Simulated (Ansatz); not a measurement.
# CHAl (triplet): one geometry, many settings at distance Al1–C2 = 3.614 Å

What do other methods and options give for CHAl (triplet) at this geometry, and how long do they take?

Computed with Ansatz 0.2.0, Gaussian basis. Level: the settings change from run to run.

18 further runs of the same task are left out: 14 that didn't finish, 4 set aside as unsound or not needed.

## (1) The system

The geometry derives from a PBE0/def2-TZVP stationary point (not a proven minimum). One bond is set to the value named and the two fragments are kept rigid.

3 atoms, charge 0, spin multiplicity 3.

Atoms are counted from 1 here; the program's logs count them from 0.

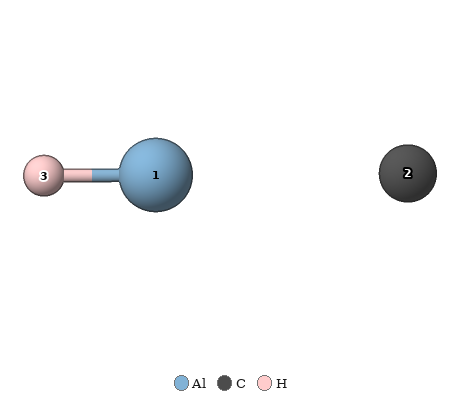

The structure; aluminium light blue, carbon dark grey, hydrogen pink; atoms are numbered from 1 in the order of the file.

## (2) NEVPT2(2,9)/cc-pVDZ

The input, in.yaml:

```yaml
crystal:
  periodic: [false, false, false]
  atoms:
    - {symbol: Al, position_ang: [0.000000, 0.000000, 0.671033]}
    - {symbol: C, position_ang: [0.000000, 0.000000, -2.942967]}
    - {symbol: H, position_ang: [0.000000, 0.000000, 2.271933]}
basis:
  gaussian: {orbitals: cc-pVDZ}
magnetization: {spin_polarized: false, initial_magnetization: 2}
correlation: {method: sc_nevpt2, electrons: outside_noble_gas, active_space: {window: {electrons: 2, orbitals: 9}}}
scf: {lower_state_search: full}
```

Run with:

```console
$ ansatz run in.yaml --threads 1 --pin off --events-out ev --progress --plain --max-ram 2393MiB
```

Output:

```text
Functional definition: HF
  name "HF"
  cite "Fock, Z. Phys. 61, 126 (1930) doi:10.1007/BF01340294"
  parent pbe
  exchange = exact_x
  correlation = 0
357 factors; integrals over basis functions are off by at most 1.1e-3 eV
mean field evaluation 1: about -7621.6685 eV, gradient 9.3e0 eV
mean field evaluation 2: about -7621.6694 eV, gradient 9.3e0 eV
mean field evaluation 4: about -7622.6719 eV, gradient 3.2e0 eV
mean field evaluation 8: about -7622.9408 eV, gradient 2.9e-4 eV
mean field evaluation 16: about -7622.7336 eV, gradient 7.2e-5 eV
mean field evaluation 32: about -7622.9396 eV, gradient 9.6e-2 eV
mean field evaluation 64: about -7622.9340 eV, gradient 6.2e-1 eV
mean field evaluation 96: about -7622.7316 eV, gradient 9.6e-2 eV
mean field evaluation 128: about -7622.5532 eV, gradient 3.2e0 eV
mean field -7622.94081356 eV, -280.1379078836 hartree, gradient 2.6e-6 eV, S^2 2.000000; 13 other end points of the search recorded, 0 dependent functions left out
reference -7622.94081356 eV, -280.1379078836 hartree; 11, 9 occupied and 26, 28 virtual orbitals, 357 factors
state -7623.15105910 eV, -280.1456342644 hartree
state -7623.15105910 eV, -280.1456342644 hartree; corrected -7625.98942681 eV, -280.2499423541 hartree
WARN: 1 active orbitals are nearly empty or full. The corrections depend on them more than the energy does, and are more stable in an active space without them
Total energy: -7625.98942681 eV, -280.2499423541 hartree
```

Wall time 3.9 s (1 thread of Arm Neoverse V2, shared host).

From the report: 26 determinants; active occupations 1.00, 1.00, 0.00, 0.00, 0.00, 0.00, 0.00, 0.00, 0.00. The report marks this result as in doubt.

## (3) CCSDT(Q) on UHF/6-31G

The input, in.yaml:

```yaml
crystal:
  periodic: [false, false, false]
  atoms:
    - {symbol: Al, position_ang: [0.000000, 0.000000, 0.671033]}
    - {symbol: C, position_ang: [0.000000, 0.000000, -2.942967]}
    - {symbol: H, position_ang: [0.000000, 0.000000, 2.271933]}
basis:
  gaussian: {orbitals: 6-31G}
magnetization: {spin_polarized: true, initial_magnetization: 2}
correlation: {method: ccsdt_q, electrons: valence}
scf: {lower_state_search: off}
```

Same command.

Output, cut to the lines that bear on the results:

```text
Functional definition: HF
  name "HF"
  cite "Fock, Z. Phys. 61, 126 (1930) doi:10.1007/BF01340294"
  parent pbe
[...]
494 factors; integrals over basis functions are off by at most 8.8e-8 eV
[...]
mean field -7622.06597349 eV, -280.1057581037 hartree, gradient 5.8e-6 eV, S^2 2.004517; 0 other end points of the search recorded, 0 dependent functions left out
6 core orbitals not correlated: weight in the atoms' cores, before any rotation towards them, 1.000 or more for the frozen orbitals, at most 0.000 for the correlated occupied ones
reference -7622.06597349 eV, -280.1057581037 hartree; 5, 3 occupied and 13, 15 virtual orbitals, 494 factors
second order -1.45632182 eV of doubles, -0.00000000 eV of singles
cycle   1  -1.93415976 eV  change   -4.8e-1 eV  update   7.6e-2
[...]
cycle  30  -2.30844911 eV  change    2.5e-7 eV  update   7.0e-7
perturbative correction -0.00166476 eV, -0.0000611790 hartree
Total energy: -7624.37608736 eV, -280.1906532226 hartree
Checks for a lower state left out: stability, starts, cluster_reference, orbital_swaps, neighbouring_geometries, increment
```

Run time: 1.9 s. Hardware: 1 thread of Arm Neoverse V2, shared host.

From the report: ⟨S²⟩ of the determinant 2.005 (pure triplet: 2.00); correlation -2.3101 eV; T1 0.014; largest double amplitude 0.11.

## (4) BCCD(T) on ROHF/def2-SVP

The input, in.yaml:

```yaml
crystal:
  periodic: [false, false, false]
  atoms:
    - {symbol: Al, position_ang: [0.000000, 0.000000, 0.671033]}
    - {symbol: C, position_ang: [0.000000, 0.000000, -2.942967]}
    - {symbol: H, position_ang: [0.000000, 0.000000, 2.271933]}
basis:
  gaussian: {orbitals: def2-SVP}
magnetization: {spin_polarized: false, initial_magnetization: 2}
correlation: {method: bccd_t, electrons: valence}
accuracy: high
```

Same command.

Output, cut to the lines that bear on the results:

```text
Functional definition: HF
  name "HF"
  cite "Fock, Z. Phys. 61, 126 (1930) doi:10.1007/BF01340294"
  parent pbe
[...]
641 factors; integrals over basis functions are off by at most 3.8e-9 eV
[...]
mean field -7619.63284145 eV, -280.0163421507 hartree, gradient 3.9e-8 eV, S^2 2.000000; 9 other end points of the search recorded, 0 dependent functions left out
[...]
determinant -7619.63284145 eV, -280.0163421507 hartree, with singles and doubles -7623.56905449 eV, -280.1609953119 hartree
determinant -7619.42004142 eV, -280.0085218938 hartree, with singles and doubles -7623.39155587 eV, -280.1544723578 hartree
determinant -7619.63284145 eV, -280.0163421507 hartree, with singles and doubles -7623.56912590 eV, -280.1609979361 hartree
determinant -7619.42004142 eV, -280.0085218938 hartree, with singles and doubles -7623.39110011 eV, -280.1544556090 hartree
[...]
6 core orbitals not correlated: weight in the atoms' cores, before any rotation towards them, 1.000 or more for the frozen orbitals, at most 0.000 for the correlated occupied ones
reference -7619.63284145 eV, -280.0163421507 hartree; 5, 3 occupied and 26, 28 virtual orbitals, 641 factors
second order -2.79975328 eV of doubles, -0.07731641 eV of singles
cycle   1  -3.93779388 eV  change   -1.5e-3 eV  update   2.3e-3
[...]
cycle  27  -3.93534483 eV  change   2.1e-12 eV  update  6.5e-10
perturbative correction -0.06291749 eV, -0.0023121750 hartree
Total energy: -7623.63110377 eV, -280.1632755808 hartree
```

Run time: 3.3 s. Hardware: 1 thread of Arm Neoverse V2, shared host.

From the report: correlation -3.9983 eV; largest double amplitude 0.11.

## (5) BCCD on UHF/6-31G*

The input, in.yaml:

```yaml
crystal:
  periodic: [false, false, false]
  atoms:
    - {symbol: Al, position_ang: [0.000000, 0.000000, 0.671033]}
    - {symbol: C, position_ang: [0.000000, 0.000000, -2.942967]}
    - {symbol: H, position_ang: [0.000000, 0.000000, 2.271933]}
basis:
  gaussian: {orbitals: "6-31G*"}
magnetization: {spin_polarized: true, initial_magnetization: 2}
correlation: {method: bccd, electrons: outside_noble_gas, diis_vectors: 4}
output: {forces: true}
```

The command is unchanged.

Output, cut to the lines that bear on the results:

```text
Functional definition: HF
  name "HF"
  cite "Fock, Z. Phys. 61, 126 (1930) doi:10.1007/BF01340294"
  parent pbe
[...]
339 factors; integrals over basis functions are off by at most 6.7e-4 eV
[...]
mean field -7622.47537820 eV, -280.1208034496 hartree, gradient 5.2e-6 eV, S^2 2.065302; 34 other end points of the search recorded, 0 dependent functions left out
determinant -7622.47537820 eV, -280.1208034496 hartree, with singles and doubles -7626.08311078 eV, -280.2533851765 hartree
determinant -7622.28292242 eV, -280.1137308299 hartree, with singles and doubles -7625.90515698 eV, -280.2468454947 hartree
determinant -7622.28059325 eV, -280.1136452345 hartree, with singles and doubles -7625.90485232 eV, -280.2468342987 hartree
determinant -7622.26492452 eV, -280.1130694193 hartree, with singles and doubles -7625.90861384 eV, -280.2469725322 hartree
[...]
determinant -7622.26492452 eV, -280.1130694193 hartree, with singles and doubles -7625.90814921 eV, -280.2469554573 hartree
6 core orbitals not correlated: weight in the atoms' cores, before any rotation towards them, 1.000 or more for the frozen orbitals, at most 0.000 for the correlated occupied ones
reference -7622.47537820 eV, -280.1208034496 hartree; 5, 3 occupied and 25, 27 virtual orbitals, 339 factors
second order -2.56318394 eV of doubles, -0.00000000 eV of singles
cycle   1  -3.61863798 eV  change   -9.3e-3 eV  update   8.8e-3
[...]
cycle   7  -3.60800287 eV  change   -5.0e-9 eV  update   6.7e-8
[...]
Total energy: -7626.08338107 eV, -280.2533951094 hartree
Atom 0 at     0.000000     0.000000     0.671033 Å, force    -0.000109    -0.000000    -0.876826 eV/Å
Atom 1 at     0.000000     0.000000    -2.942967 Å, force     0.000033     0.000000     0.124282 eV/Å
Atom 2 at     0.000000     0.000000     2.271933 Å, force     0.000075     0.000000     0.752544 eV/Å
Dipole moment:     0.000003     0.000000     0.190362 e Å
```

Run time: 7.5 s. Hardware: 1 thread of Arm Neoverse V2, shared host.

From the report: ⟨S²⟩ of the determinant 2.065 (pure triplet: 2.00); correlation -3.6080 eV; largest double amplitude 0.10.

## (6) CCSD/cc-pVDZ

The input, in.yaml:

```yaml
crystal:
  periodic: [false, false, false]
  atoms:
    - {symbol: Al, position_ang: [0.000000, 0.000000, 0.671033]}
    - {symbol: C, position_ang: [0.000000, 0.000000, -2.942967]}
    - {symbol: H, position_ang: [0.000000, 0.000000, 2.271933]}
basis:
  gaussian: {orbitals: cc-pVDZ, fitting: {mean_field: def2-universal-jkfit}, point_charges: [{charge: -0.50, position_ang: [2.801, 0.181, 0.495]}]}
magnetization: {spin_polarized: false, initial_magnetization: 2}
hamiltonian: {xc: {name: r2SCAN}}
correlation: {method: ccsd, electrons: all}
scf: {lower_state_search: off}
output: {forces: true}
```

The command is unchanged.

Output, cut to the lines that bear on the results:

```text
Functional definition: r2SCAN
  name "r2SCAN"
  cite "Furness, Kaplan, Ning, Perdew & Sun, J. Phys. Chem. Lett. 11, 8208 (2020) doi:10.1021/acs.jpclett.0c02405"
  cite "Furness, Kaplan, Ning, Perdew & Sun, J. Phys. Chem. Lett. 11, 9248 (2020) doi:10.1021/acs.jpclett.0c03077"
  parent r2scan
[...]
221 factors; integrals over basis functions are off by at most 4.1e-1 eV
[...]
mean field -7640.63334904 eV, -280.7880965700 hartree, gradient 2.9e-6 eV, S^2 2.000000; 0 other end points of the search recorded, 0 dependent functions left out
reference -7622.90650127 eV, -280.1366469302 hartree; 11, 9 occupied and 26, 28 virtual orbitals, 221 factors
second order -3.34057655 eV of doubles, -0.42212274 eV of singles
cycle   1  -4.27777591 eV  change   -5.2e-1 eV  update   1.0e-1
[...]
cycle  28  -4.73555765 eV  change    1.1e-8 eV  update   1.4e-7
[...]
Total energy: -7627.64205892 eV, -280.3106754638 hartree
Atom 0 at     0.000000     0.000000     0.671033 Å, force     0.401136     0.025922    -0.981411 eV/Å
Atom 1 at     0.000000     0.000000    -2.942967 Å, force    -0.017935    -0.001159     0.185044 eV/Å
Atom 2 at     0.000000     0.000000     2.271933 Å, force     0.102014     0.006592     0.684426 eV/Å
Dipole moment:     0.308881     0.019960     0.221745 e Å
Checks for a lower state left out: starts, cluster_reference, orbital_swaps, neighbouring_geometries, increment
```

Run time: 8 s. Hardware: 1 thread of Arm Neoverse V2, shared host.

From the report: correlation -4.7356 eV; T1 0.034; largest double amplitude 0.10. The orbitals are Kohn-Sham ones, so correlation energy and T1 don't compare with those on Hartree-Fock orbitals.

## (7) NEVPT2(4,8)/6-31G

The input, in.yaml:

```yaml
crystal:
  periodic: [false, false, false]
  atoms:
    - {symbol: Al, position_ang: [0.000000, 0.000000, 0.671033]}
    - {symbol: C, position_ang: [0.000000, 0.000000, -2.942967]}
    - {symbol: H, position_ang: [0.000000, 0.000000, 2.271933]}
basis:
  gaussian: {orbitals: 6-31G}
magnetization: {spin_polarized: false, initial_magnetization: 2}
correlation: {method: sc_nevpt2, electrons: outside_noble_gas, active_space: {window: {electrons: 4, orbitals: 8}}}
accuracy: high
```

The command is unchanged.

Output, cut to the lines that bear on the results:

```text
Functional definition: HF
  name "HF"
  cite "Fock, Z. Phys. 61, 126 (1930) doi:10.1007/BF01340294"
  parent pbe
[...]
511 factors; integrals over basis functions are off by at most 3.1e-9 eV
[...]
mean field -7622.03267373 eV, -280.1045343602 hartree, gradient 1.1e-8 eV, S^2 2.000000; 7 other end points of the search recorded, 0 dependent functions left out
reference -7622.03267373 eV, -280.1045343602 hartree; 11, 9 occupied and 13, 15 virtual orbitals, 511 factors
state -7622.78539747 eV, -280.1321964476 hartree
state -7622.78539747 eV, -280.1321964476 hartree; corrected -7623.81228735 eV, -280.1699339544 hartree
state -7622.72182028 eV, -280.1298600288 hartree
state -7622.72182028 eV, -280.1298600288 hartree; corrected -7623.72487845 eV, -280.1667217368 hartree
state -7622.78539747 eV, -280.1321964476 hartree; corrected -7623.81228735 eV, -280.1699339544 hartree
the orbitals are reached from a further start. From the first start the search ends at -7622.72180284 eV, -280.1298593879 hartree
Total energy: -7623.81228735 eV, -280.1699339544 hartree
```

Run time: 3 s. Hardware: 1 thread of Arm Neoverse V2, shared host.

From the report: 198 determinants; active occupations 1.91, 1.00, 1.00, 0.04, 0.04, 0.01, 0.00, 0.00.

## (8) CCSD(T) on UHF/6-31G

The input, in.yaml:

```yaml
crystal:
  periodic: [false, false, false]
  atoms:
    - {symbol: Al, position_ang: [0.000000, 0.000000, 0.671033]}
    - {symbol: C, position_ang: [0.000000, 0.000000, -2.942967]}
    - {symbol: H, position_ang: [0.000000, 0.000000, 2.271933]}
basis:
  gaussian: {orbitals: 6-31G, fitting: {mean_field: def2-universal-jkfit}}
magnetization: {spin_polarized: true, initial_magnetization: 2}
correlation: {method: ccsd_t, electrons: valence}
output: {forces: true}
```

The command is unchanged.

Output, cut to the lines that bear on the results:

```text
Functional definition: HF
  name "HF"
  cite "Fock, Z. Phys. 61, 126 (1930) doi:10.1007/BF01340294"
  parent pbe
[...]
221 factors; integrals over basis functions are off by at most 9.9e-2 eV
[...]
mean field -7622.06545858 eV, -280.1057391811 hartree, gradient 7.3e-7 eV, S^2 2.004513; 28 other end points of the search recorded, 0 dependent functions left out
determinant -7622.06545858 eV, -280.1057391811 hartree, with singles and doubles -7624.33776938 eV, -280.1892450628 hartree
determinant -7621.83949920 eV, -280.0974353271 hartree, with singles and doubles -7624.13373141 eV, -280.1817468057 hartree
determinant -7620.17002184 eV, -280.0360831658 hartree, with singles and doubles -7622.43819451 eV, -280.1194369742 hartree
determinant -7620.14072921 eV, -280.0350066814 hartree, with singles and doubles -7622.30137273 eV, -280.1144088663 hartree
[...]
6 core orbitals not correlated: weight in the atoms' cores, before any rotation towards them, 1.000 or more for the frozen orbitals, at most 0.000 for the correlated occupied ones
reference -7622.06545858 eV, -280.1057391811 hartree; 5, 3 occupied and 13, 15 virtual orbitals, 221 factors
second order -1.45525073 eV of doubles, -0.00000000 eV of singles
cycle   1  -2.27284921 eV  change    2.5e-6 eV  update   3.5e-6
[...]
cycle  14  -2.27284773 eV  change    8.0e-9 eV  update   1.7e-8
perturbative correction -0.02389554 eV, -0.0008781450 hartree
[...]
Total energy: -7624.36220185 eV, -280.1901429397 hartree
Atom 0 at     0.000000     0.000000     0.671033 Å, force     0.000000    -0.000000    -1.398824 eV/Å
Atom 1 at     0.000000     0.000000    -2.942967 Å, force    -0.000000    -0.000000     0.153635 eV/Å
Atom 2 at     0.000000     0.000000     2.271933 Å, force    -0.000000     0.000000     1.245189 eV/Å
Dipole moment:     0.000000    -0.000000     0.202427 e Å
```

Run time: 1.5 s. Hardware: 1 thread of Arm Neoverse V2, shared host.

From the report: ⟨S²⟩ of the determinant 2.005 (pure triplet: 2.00); correlation -2.2967 eV; T1 0.013; largest double amplitude 0.11.

## (9) CCSDT(Q)/6-31G

The input, in.yaml:

```yaml
crystal:
  periodic: [false, false, false]
  atoms:
    - {symbol: Al, position_ang: [0.000000, 0.000000, 0.671033]}
    - {symbol: C, position_ang: [0.000000, 0.000000, -2.942967]}
    - {symbol: H, position_ang: [0.000000, 0.000000, 2.271933]}
basis:
  gaussian: {orbitals: 6-31G}
magnetization: {spin_polarized: false, initial_magnetization: 2}
hamiltonian: {xc: {name: PBE0}}
correlation: {method: ccsdt_q, electrons: all}
scf: {lower_state_search: full}
```

Launched as before.

Output, cut to the lines that bear on the results:

```text
Functional definition: PBE0
  name "PBE0"
  cite "Adamo & Barone, J. Chem. Phys. 110, 6158 (1999) doi:10.1063/1.478522"
  cite "Perdew, Burke & Ernzerhof, Phys. Rev. Lett. 77, 3865 (1996) doi:10.1103/PhysRevLett.77.3865"
  parent pbe
[...]
494 factors; integrals over basis functions are off by at most 8.8e-8 eV
[...]
mean field -7636.30003079 eV, -280.6288500615 hartree, gradient 2.1e-6 eV, S^2 2.000000; 11 other end points of the search recorded, 0 dependent functions left out
[...]
reference -7621.78455483 eV, -280.0954161588 hartree; 11, 9 occupied and 13, 15 virtual orbitals, 494 factors
second order -1.71397668 eV of doubles, -0.19872872 eV of singles
cycle   1  -2.32936445 eV  change   -4.2e-1 eV  update   8.0e-2
[...]
cycle  23  -2.70340792 eV  change    8.6e-7 eV  update   2.3e-6
perturbative correction -0.00182559 eV, -0.0000670891 hartree
Total energy: -7624.48978833 eV, -280.1948316565 hartree
```

It took 17 s on 1 thread of Arm Neoverse V2, shared host; peak memory 0.45 GiB.

From the report: correlation -2.7052 eV; T1 0.019; largest double amplitude 0.11. The orbitals are Kohn-Sham ones, so correlation energy and T1 don't compare with those on Hartree-Fock orbitals.

## (10) The runs in one table

Where basis and cores are those of an earlier FCI/6-31G run (-7624.3763 eV), and the state is the same kind, the miss against it is given. † marks a result that the program doubts.

| level | correlated | functions | energy (eV) | from FCI (meV) | time |
| --- | --- | --- | --- | --- | --- |
| NEVPT2(2,9)/cc-pVDZ † | outside noble gas | 37 | -7625.9894 |  | 3.9 s |
| CCSDT(Q) on UHF/6-31G | valence | 24 | -7624.3761 | 0.2 | 1.9 s |
| BCCD(T) on ROHF/def2-SVP | valence | 37 | -7623.6311 |  | 3.3 s |
| BCCD on UHF/6-31G* | outside noble gas | 36 | -7626.0834 |  | 7.5 s |
| CCSD/cc-pVDZ (beside a point charge, on r2SCAN orbitals) | all | 37 | -7627.6421 |  | 8 s |
| NEVPT2(4,8)/6-31G | outside noble gas | 24 | -7623.8123 | 564.0 | 3 s |
| CCSD(T) on UHF/6-31G | valence | 24 | -7624.3622 | 14.1 | 1.5 s |
| CCSDT(Q)/6-31G (on PBE0 orbitals) | all | 24 | -7624.4898 |  | 17 s |

## (11) What came out

```
quantity                                    value
    runs                                        8
quickest              CCSD(T) on UHF/6-31G, 1.5 s
 slowest  CCSDT(Q)/6-31G (on PBE0 orbitals), 17 s
```

In words: Total energies in different bases, with other cores or another treatment of relativity can't be set against each other. CCSDT(Q)/6-31G (on PBE0 orbitals) took 11 times as long as CCSD(T) on UHF/6-31G; the jobs differ in more than the method. Among the correlated runs with a miss given, it spans +0 to +564 meV.
